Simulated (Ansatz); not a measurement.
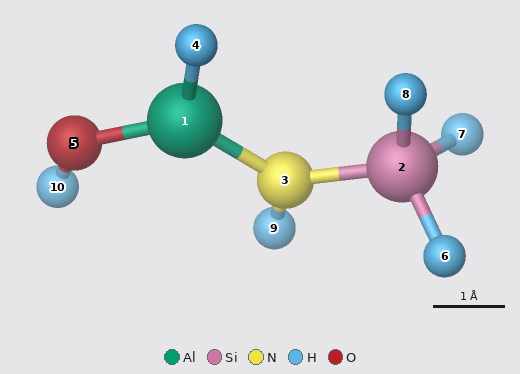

The structure as given in the input (ball-and-stick view, seen at a tilt; atoms are numbered from 1 in the order of the input). Sticks mark near contacts. Bond lengths as drawn: Al–H 1.57 Å, Al–N 1.78 Å, Al–O 1.69 Å, H–N 1.01 Å, H–O 0.95 Å, H–Si 1.49 Å and N–Si 1.73 Å.

# Run report: AlSiNH6O, single-point calculation

AlSiNH6O, computed with RKS PBE0-D4/def2-TZVPP (Ansatz 0.2.0).

The geometry is the product side of a reaction. The geometry comes from this level: PBE0-D4/def2-TZVP.

What the program printed
```
Functional definition: PBE0
  name "PBE0"
  cite "Adamo & Barone, J. Chem. Phys. 110, 6158 (1999) doi:10.1063/1.478522"
  cite "Perdew, Burke & Ernzerhof, Phys. Rev. Lett. 77, 3865 (1996) doi:10.1103/PhysRevLett.77.3865"
  parent pbe
  parameter a = 0.25
  parameter kappa = 0.804
  parameter beta = 0.06672455060314922
  exchange = (1 - a)*pbe_x(kappa = kappa, mu = beta*pi^2/3) + a*exact_x
  correlation = pbe_c(beta = beta)
1251 factors; their error is unknown
mean field evaluation 1: about -18092.0138 eV, gradient 8.3e1 eV
mean field evaluation 2: about -18068.9836 eV, gradient 1.3e2 eV
mean field evaluation 4: about -18103.8278 eV, gradient 2.9e0 eV
mean field evaluation 8: about -18103.8426 eV, gradient 2.7e-1 eV
mean field evaluation 16: about -18103.8768 eV, gradient 4.5e-5 eV
mean field -18103.87683224 eV, -665.3052023365 hartree, gradient 4.5e-5 eV, S^2 0.000000; 0 other end points of the search recorded, 0 dependent functions left out
reference -18103.87686828 eV, -665.3052036609 hartree; 24, 24 occupied and 206, 206 virtual orbitals, 1251 factors
Total energy: -18104.03731694 eV, -665.3111000402 hartree
```

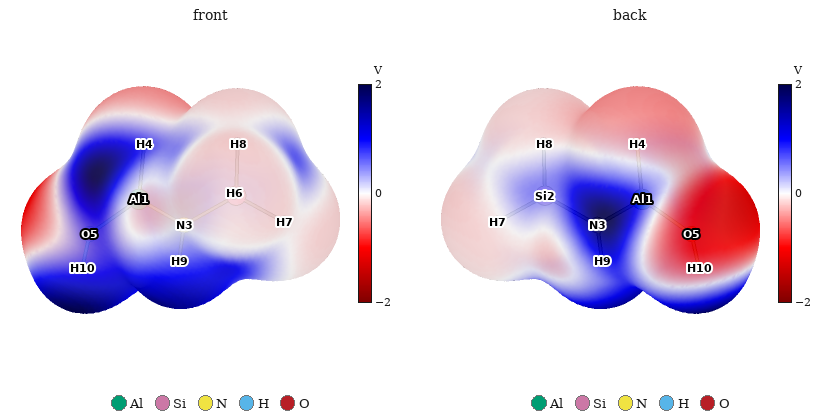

The molecular electrostatic potential painted on the density surface at 0.001 e/bohr³, seen at a tilt and from behind; the colour scale runs from red (negative) to blue (positive).

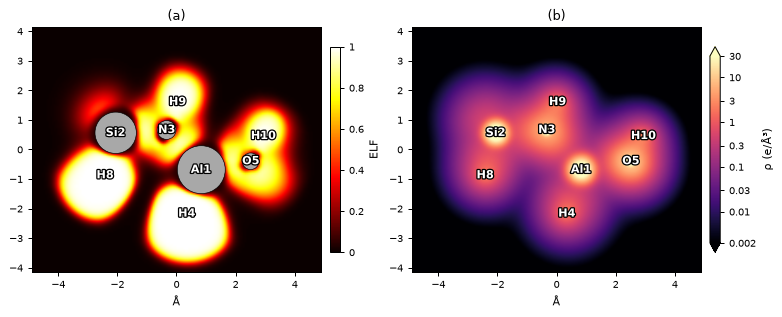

(a) ELF; (b) total electron density on the plane of atoms H4, Al1 and O5. Grey discs, where drawn, cover atomic cores. Atoms in the plane: Al, Si, N, H and O. Al–O (1.69 Å): ρ is about 0.91 e/Å³ halfway; the ELF peaks at about 0.85 in the valence shell of O, 0.6 Å from its nucleus, and is about 0.45 at the midpoint. Al–N (1.78 Å): ρ is about 0.84 e/Å³ halfway; the ELF peaks at about 0.90 in the valence shell of N, 0.6 Å from its nucleus, and is about 0.65 at the midpoint.

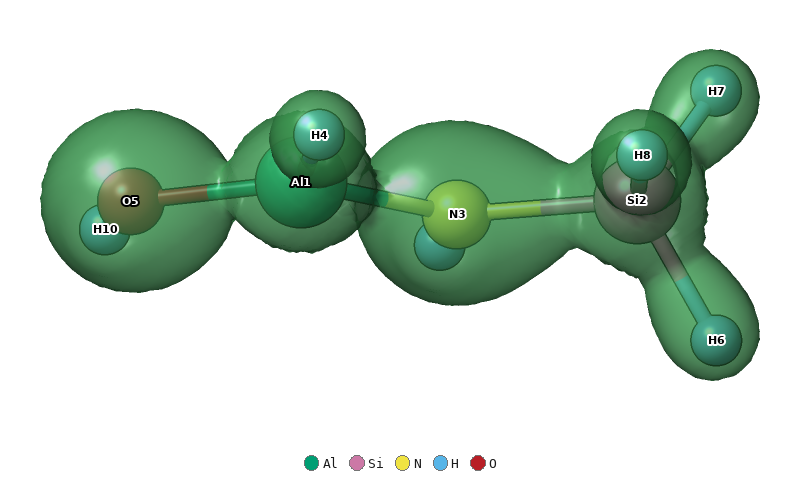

Isosurface of the total electron density at 0.6 e/Å³ (green), seen from the side. At this value the surface falls into two separate pieces. On the grid the lowest density along these lines, outside the cores, is 0.78 e/Å³ (Al–O, 1.69 Å), 0.94 e/Å³ (Si–N, 1.73 Å), 0.72 e/Å³ (Al–N, 1.78 Å) and 2.5 e/Å³ (O–H, 0.95 Å).

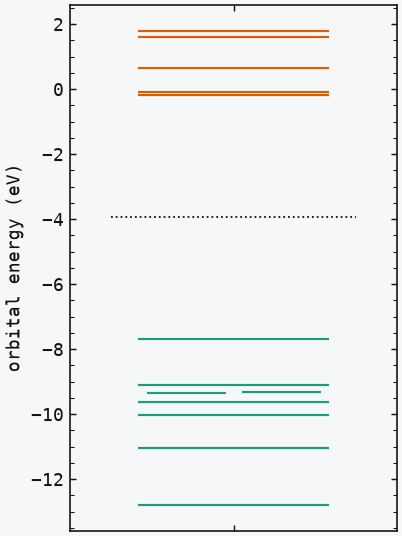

Orbital energies near the frontier; the dotted line parts filled from empty levels, and levels within 0.02 eV of each other stand side by side. Highest filled −7.69 eV, lowest empty −0.17 eV, 7.52 eV apart.

This output came from the following input.

The input
```yaml
crystal:
  periodic: [false, false, false]
  atoms:
    - {symbol: Al, position_ang: [-0.109051, 0.910955, 1.127512]}
    - {symbol: Si, position_ang: [0.768285, -1.079072, -1.155106]}
    - {symbol: N, position_ang: [-0.388466, -0.139844, -0.285281]}
    - {symbol: H, position_ang: [1.331264, 1.065848, 1.730780]}
    - {symbol: O, position_ang: [-1.374735, 1.766547, 1.856441]}
    - {symbol: H, position_ang: [0.449313, -2.534554, -1.129335]}
    - {symbol: H, position_ang: [0.860060, -0.678299, -2.587568]}
    - {symbol: H, position_ang: [2.088521, -0.863209, -0.508478]}
    - {symbol: H, position_ang: [-1.333944, -0.209272, -0.639200]}
    - {symbol: H, position_ang: [-2.291146, 1.761002, 1.590235]}
basis:
  gaussian: {orbitals: def2-TZVPP}
hamiltonian: {xc: pbe0, dispersion: d4}
output: {orbitals: {seedname: orbitals}}
```

Launch command:
```bash
ansatz run in.yaml --threads 4 --pin off --events-out ev --progress --plain --max-ram 9574MiB
```

Summary

- outcome: converged
- total energy: −18104.0373 eV
- mean-field energy: −18103.8769 eV
- dispersion energy: −0.1604 eV
- SCF solution under orbital rotations: stable
- HOMO: −7.69 eV
- LUMO: −0.17 eV
- hardware: 4 threads of Arm Neoverse V2, 23 GiB of memory available, shared host
- wall time: 2.1 s (CPU time 7.8 s)
- peak memory: 0.51 GiB
